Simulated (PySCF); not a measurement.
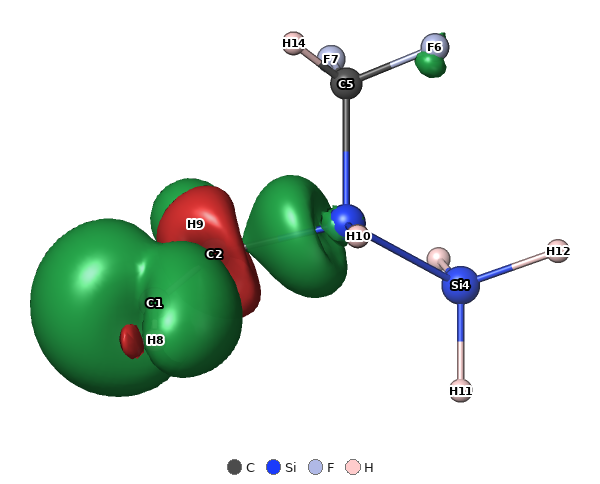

Figure 1: C$_{3}$H$_{7}$F$_{2}$Si$_{2}$ (doublet). Isosurfaces of the spin density at +0.015 (green) and −0.015 e/Å³ (red), seen at an oblique angle.

Geometry: GFN2-xTB.

Level of theory: UKS B3LYP, pcH-1 on C F H Si, non-relativistic, mean-field spin-orbit, GIAO in PySCF 2.14.0, density-fitted response routines.

```xyz
14

C     2.6994   -1.1509   -0.0089
C     1.6033   -0.7003    0.4837
Si    0.1333    0.0939   -0.5042
Si   -1.8678   -1.0696   -0.3317
C    -0.0764    1.7925    0.4292
F    -1.0794    2.5213   -0.1435
F    -0.4723    1.5675    1.7170
H     3.1320   -1.2613   -0.9775
H     1.4091   -0.7224    1.5501
H     0.6309    0.5139   -1.8230
H    -1.7242   -2.3652   -1.0031
H    -2.9797   -0.3534   -0.9592
H    -2.2133   -1.3134    1.0711
H     0.8044    2.4469    0.4777
```

Where is the unpaired spin?

The unpaired spin (1 electron) lies mostly on C1 (about 0.8) and Si3 (about 0.1), in electrons by Hirshfeld's partition.
